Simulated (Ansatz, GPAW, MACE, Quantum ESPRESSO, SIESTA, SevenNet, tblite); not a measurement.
# Generalised stacking fault on (110) of a LiCl-LiBr solid solution (56 atoms) in GPAW, part 2 of 2

How do the settings of GPAW change the result for generalised stacking fault on (110) of a LiCl-LiBr solid solution (56 atoms)? A plane-wave run serves as the yardstick.

Program: GPAW 26.7.0; the method stands at each step. Banners, paths, timers and routine set-up lines are dropped from the logs unmarked, and long logs keep their key lines alone; longer cuts are marked.

So far. Step 3 (PBE, LCAO dzp, h 0.2 Å, other mixer settings): Against the first run (24 %), the force difference from the reference is 24 %, at 1.4 times the CPU time (11 SCF steps against 7): another solver or mixer reaches the same state. Step 4 (PBE, LCAO sz(dzp), h 0.2 Å): Against the first run (24 %), the force difference from the reference is 30 %, at 0.39 times the CPU time, with 140 basis functions against 504: the smaller basis costs accuracy.

**5. PBE, grid h 0.2 Å**

Method: Kohn-Sham DFT, PBE, PAW, finite differences on a real-space grid.

The input, run.py:

```python
import numpy as np
from ase.io import read
from gpaw import GPAW, FermiDirac
from ase.parallel import parprint as print

atoms = read("structure.xyz")
atoms.calc = GPAW(
    mode="fd",
    h=0.2,
    xc="PBE",
    kpts={"size": (1, 1, 1), "gamma": True},
    occupations=FermiDirac(0.05),
    maxiter=200,
    symmetry={"point_group": False},
    nbands=171,
    txt="gpaw.txt",
)
energy = atoms.get_potential_energy(force_consistent=True)
forces = atoms.get_forces()
print(f"energy {energy:.6f} eV")
print("forces (eV/A)")
for i, (a, f) in enumerate(zip(atoms, forces)):
    print(f"{i:4d} {a.symbol:2s} {f[0]:10.5f} {f[1]:10.5f} {f[2]:10.5f}")
print(f"Fermi level {atoms.calc.get_fermi_level():.4f} eV")
for k in range(len(atoms.calc.get_ibz_k_points())):
    for s in range(atoms.calc.get_number_of_spins()):
        e = atoms.calc.get_eigenvalues(kpt=k, spin=s)
        n = np.searchsorted(e, atoms.calc.get_fermi_level())
        print(f"k {k} spin {s} levels about the Fermi level:", np.round(e[max(n - 6, 0):n], 4).tolist(), "|", np.round(e[n:n + 6], 4).tolist())
```

The input, structure.xyz:

```xyz
56
Lattice="7.44767 0.00000 0.00000 0.00000 5.26630 0.00000 0.62061 0.00000 26.26686" Properties=species:S:1:pos:R:3 pbc="T T T"
[... 56 atom lines left out: the same atoms as in the first run ...]
```

Launch:

```console
$ OMP_NUM_THREADS=1 mpirun -np 2 gpaw python run.py > output.txt
```

Log:

```text
energy -197.929572 eV
forces (eV/A)
   0 Li    0.24626   -0.00484   -0.64226
   1 Br   -0.21228   -0.10728    0.24673
   2 Li    0.00423    0.01522    0.17468
   3 Cl    0.07228   -0.03472    0.06391
   4 Li   -0.18609   -0.00340   -0.20600
   5 Cl    0.01854    0.02465   -0.05397
   6 Li   -0.16748   -0.02826    0.04430
   7 Cl    0.02303    0.01754    0.10356
   8 Li   -0.02274   -0.02304    0.04409
   9 Cl    0.04404   -0.06981    0.00129
  10 Li   -0.05275    0.02368    0.01067
  11 Cl   -0.03893   -0.03420   -0.10786
[...]
51 Br    0.03631    0.14001   -0.11338
  52 Li    0.29409   -0.01436    0.08352
  53 Br    0.05756    0.02568    0.05887
  54 Li    0.22173   -0.02218   -0.01721
  55 Br    0.29648    0.14442   -0.28637
Fermi level 3.5682 eV
k 0 spin 0 levels about the Fermi level: [0.7408, 0.7937, 0.8317, 0.8378, 0.857, 1.06] | [6.4624, 6.8725, 6.9553, 7.7157, 7.7707, 7.7853]
```

gpaw.txt:

```text
Input parameters:
  mode=FD(),
  h=0.2,
  kpts=MonkhorstPack(size=(1, 1, 1), gamma=True),
  maxiter=200,
  nbands=171,
  occupations=Occupations(name='fermi-dirac', width=0.05, fixmagmom=False),
  symmetry=Symmetry(point_group=False),
  xc=XC(name='PBE')
Diagonalizing LCAO Hamiltonian
[... lines left out ...]
  Converge bands: occupied
[... lines left out ...]
  Fermi-Dirac:
[... lines left out ...]
convergence criteria:
- Maximum [total energy] change in last 3 cyles: 0.0005 eV / valence electron
[... lines left out ...]
Converged in 13 steps
[... lines left out ...]
  Free energy:    -197.929572
[... lines left out ...]
dipole moment: (131.678708, -44.816047, 173.390845)  # |e|*Ang
Fermi level: 3.568
Eigenvalues  # (at kpt = [0.000, 0.000, 0.000])
| band index |      eig [eV] | occ [0-2] |
|------------|---------------|-----------|
|          0 |       -12.740 |     2.000 |
|        ... |               |           |
|        104 |         0.628 |     2.000 |
|        105 |         0.657 |     2.000 |
[...]
|        119 |         7.914 |     0.000 |
|        ... |               |           |
|        170 |        11.128 |     0.000 |
Gap: 5.402 eV
Transition (v -> c):
  (s=0, k=0, n=111, [0.00, 0.00, 0.00]) -> (s=0, k=0, n=112, [0.00, 0.00, 0.00])
No difference between direct/indirect transitions
Force computation time: 2.508  # s
```

Wall time 82 s (2 MPI ranks of Arm Neoverse V1, shared host); peak memory 1.5 GiB; 2.7 min of CPU time.

Numbers from this run, and their distance from the reference:

```
r.m.s. force component                           : 0.1378 eV/Å
r.m.s. difference of force components            : 14.39 meV/Å
longest difference of force vectors              : 56.95 meV/Å
force difference over r.m.s. force               : 10.93 %
slope of forces against the reference's          : 1.043
correlation of force components                  : 0.9954
gap (highest filled to lowest empty level) : 5.402 eV
gap difference                                   : -0.0045 eV
```

Against the first run (24 %), the force difference from the reference is 11 %, at 2.5 times the CPU time (on 2 against 1 cores) (13 SCF steps against 7).

**6. A run with a doubtful setting**

Changes to run.py since step 5:

```diff
@@ -3,3 +3,2 @@
 from gpaw import GPAW, FermiDirac
-from ase.parallel import parprint as print
 
@@ -7,3 +6,4 @@
 atoms.calc = GPAW(
-    mode="fd",
+    mode="lcao",
+    basis="dzp",
     h=0.2,
@@ -12,5 +12,5 @@
     occupations=FermiDirac(0.05),
-    maxiter=200,
+    maxiter=60,
     symmetry={"point_group": False},
-    nbands=171,
+    nbands=70,
     txt="gpaw.txt",
```

structure.xyz is that of step 5.

Launch:

```console
$ OMP_NUM_THREADS=1 python run.py > output.txt
```

Log:

```text
ValueError: Too few bands!  Electrons: 224.0, bands: 70
```

gpaw.txt:

```text
Input parameters:
  mode=LCAO(),
  basis={'default': 'dzp'},
  h=0.2,
  kpts=MonkhorstPack(size=(1, 1, 1), gamma=True),
  maxiter=60,
  nbands=70,
  occupations=Occupations(name='fermi-dirac', width=0.05, fixmagmom=False),
  symmetry=Symmetry(point_group=False),
  xc=XC(name='PBE')
timing:  # [seconds]
  Total: 0.143  # ━━━━━━━━━━━━━━━━━━━━━━━━━━━━━━━━━━━━━━━━━━━━━━━━━━━━━━━━━━━
  Init:  0.121  # ━━━━━━━━━━━━━━━━━━━━━━━━━━━━━━━━━━━━━━━━━━━━━━━━━━
```

Elapsed: 1.4 s, on 1 thread; peak memory 0.11 GiB.

The program stopped at the start. The fault in the input: too few bands (bands 70).

**7. The ladder**

Differences are against the plane-wave reference, forces as r.m.s. over components; share is that over the reference's r.m.s. force, slope the least-squares factor from reference forces to these. Total energies of different programs have different zeros and aren't compared.

```csv
run,"Δ force, r.m.s. (meV/Å)",share (%),slope,Δ gap (eV),cores,CPU time,memory (GiB)
reference,-,-,-,-,4,26 s,0.95
"GPAW PBE, LCAO dzp, h 0.2 Å",31.3,23.8,1.207,-0.053,1,66 s,1.0
"GPAW PBE, LCAO dzp, h 0.2 Å, other mixer settings",31.2,23.7,1.206,-0.053,1,90 s,0.95
"GPAW PBE, LCAO sz(dzp), h 0.2 Å (coarse)",39.6,30.1,1.248,-0.775,1,26 s,0.8
"GPAW PBE, grid h 0.2 Å",14.4,10.9,1.043,-0.0045,2,2.7 min,1.5
```

Rows marked coarse were listed beforehand as settings not expected to be converged; some can still land near the reference.

CPU time is summed over cores on a shared host, where runs went side by side, so it is rough. Symmetry, cutoffs, thresholds, outputs and thread counts weren't matched or tuned between programs; memory under MPI is the largest rank's times the ranks.

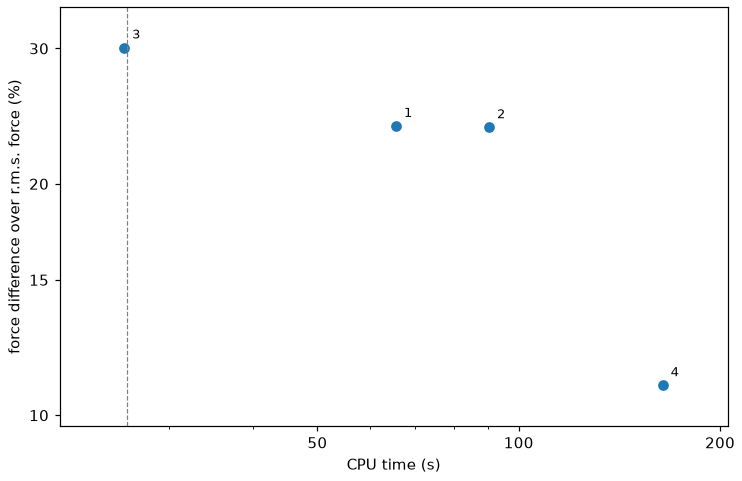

Force difference against CPU time; the dashed line marks the reference's time. Points: 1 GPAW PBE, LCAO dzp, h 0.2 Å; 2 GPAW PBE, LCAO dzp, h 0.2 Å, other mixer settings; 3 GPAW PBE, LCAO sz(dzp), h 0.2 Å; 4 GPAW PBE, grid h 0.2 Å.

Within one program, basis, potentials and functional, energies share a zero. Each run against its twin at the usual cutoff or grid and solver:

```csv
run,twin,Δ energy (meV/atom),"Δ force, r.m.s. (meV/Å)",CPU time over the twin's
"GPAW PBE, LCAO dzp, h 0.2 Å, other mixer settings","LCAO dzp, h 0.2 Å",0,0.685,1.4
```

**8. What came out**

* nearest in forces: GPAW PBE, grid h 0.2 Å, 11 %
* its CPU time: 2.7 min

What this shows: PBE on plane waves or a grid with other potentials, cutoffs or grids, coarse settings apart, differs from the reference by 11 % (GPAW PBE, grid h 0.2 Å) of the r.m.s. force; potentials, valence shells or grid differ, and the table alone doesn't part them. The PBE runs in local orbitals, coarse settings apart, differ by 24 % in each run; basis, grid and potentials can all enter. Runs with settings chosen to be coarse differ by 30 % (GPAW PBE, LCAO sz(dzp), h 0.2 Å), their programs' other errors included. None of the electronic-structure runs in the table takes under half the reference's CPU time of 26 s; they take 0.99 to 6.3 times as much. GPAW PBE, LCAO sz(dzp), h 0.2 Å stiffens the forces by a factor of 1.25 while following their directions (correlation 0.991); the slopes of the 4 GPAW runs lie between 1.04 and 1.25. At the same functional, gaps differ from the reference's 5.41 eV by between -0.77 and -0.00 eV. These are spacings on the run's k-points, which needn't hold the band edges. The potentials hold different valence shells: 280 electrons in the reference, 224 in GPAW; this bears on time and differences. The cell is under 6 Å thick along one periodic direction, so every atom has periodic images of itself close by, which move with it and show among its neighbours and in g(r). The reference's stress is far from hydrostatic: its diagonal is 3.2, -3.0, -0.5 GPa, compression counted positive. The host structure and its lattice constant were typed by rule, without a check against the phase diagram. The electronic-structure runs sample only Γ, in a cell whose shortest periodic width is 5 Å.

[Also dropped from logs without a mark: logging warnings of Python, and SIESTA's first energy breakdown and zero terms.]

[Logs are printed without paths, hosts, clocks, repeated set-up lines and the standing remarks that a program may print on its own settings, such as how far it seeks lower states.]

[Hosts, paths, dates, database ids (printed as entryN), source tags and the programs' standing remarks are cut or masked in the printed files.]
